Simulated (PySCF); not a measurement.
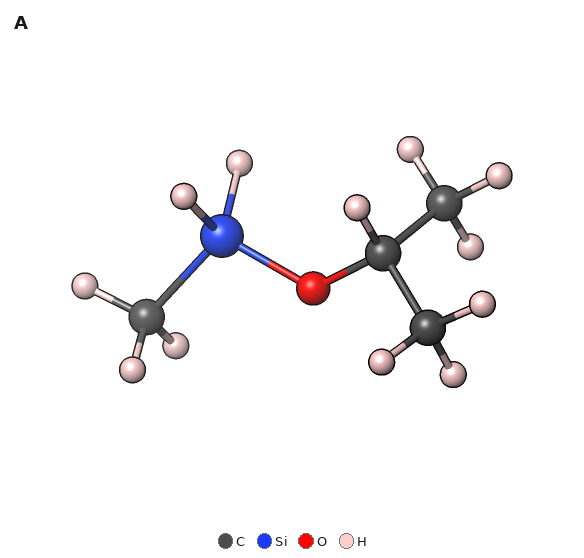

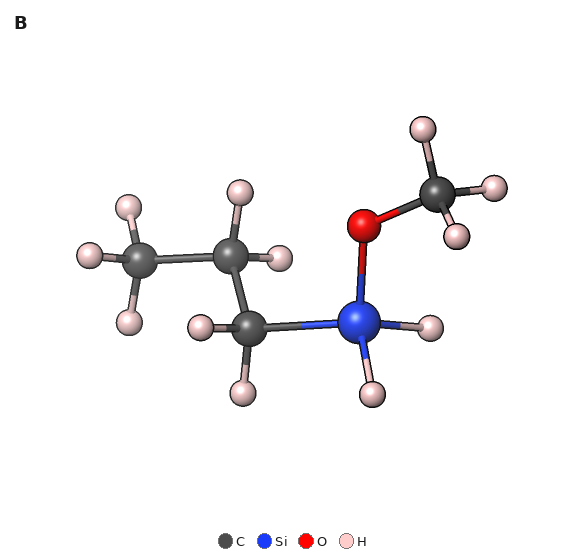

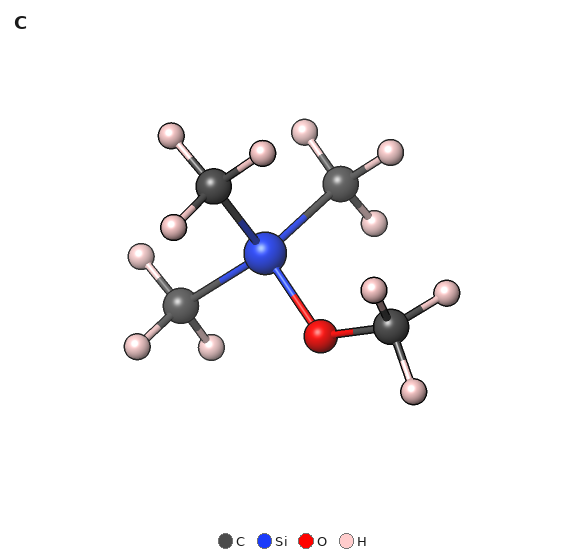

3 stationary structures of one formula. Geometries: PBE0-D3(BJ)/def2-SVP. Electronic energies: PBE0-D3(BJ)/def2-SVP (PySCF 2.14.0), without zero-point energy. No frequency run is at hand to confirm each as a minimum. Each is one conformer, not always the lowest.

Rank them by energy, lowest first.

C is lowest; A lies 56.9 kJ/mol above it, B lies 92.7 kJ/mol above it. A is `C[SiH2]OC(C)C`, B is `CCC[SiH2]OC`, C is `CO[Si](C)(C)C`.
